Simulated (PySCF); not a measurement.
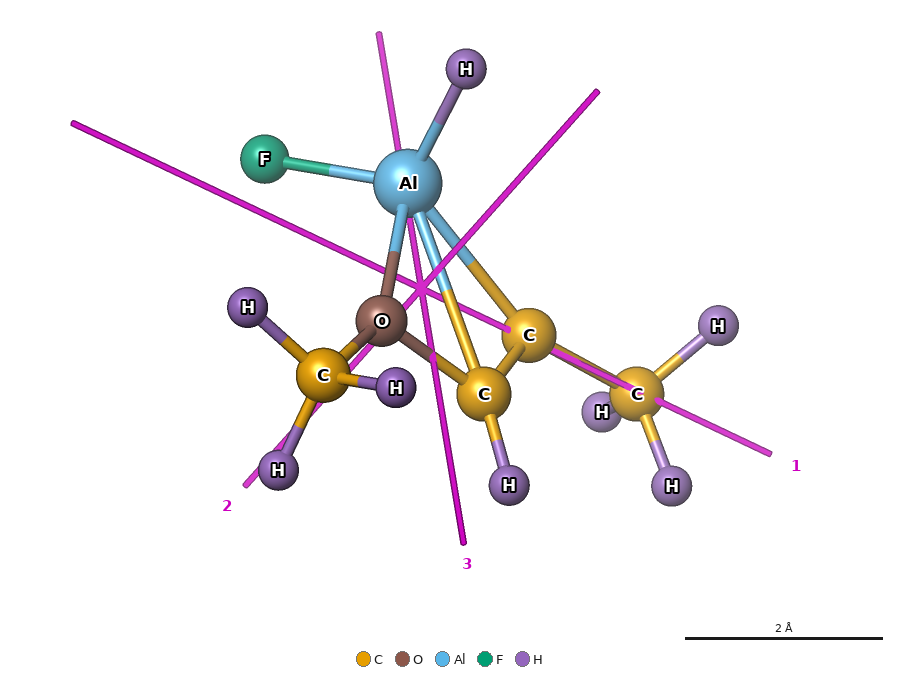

The three principal axes of inertia are drawn and numbered. Distant atoms are faded towards the background colour. The computed structure is the end point of a GFN2-xTB optimisation. No frequency run is at hand to confirm it as a minimum. Masses are those of the most abundant isotopes; constants are for the rigid equilibrium geometry.

Which line is the a axis (least moment of inertia), which b and which c?

Answer. a is line 1, b is line 3, c is line 2; the moments are 210, 262, 431 u Å².

Classify the rotor and give the rotational constants (GHz).

Answer. An asymmetric top (C1): A = 2.41, B = 1.93, C = 1.17 GHz. Ray's parameter κ is 0.22, nearer the oblate limit.
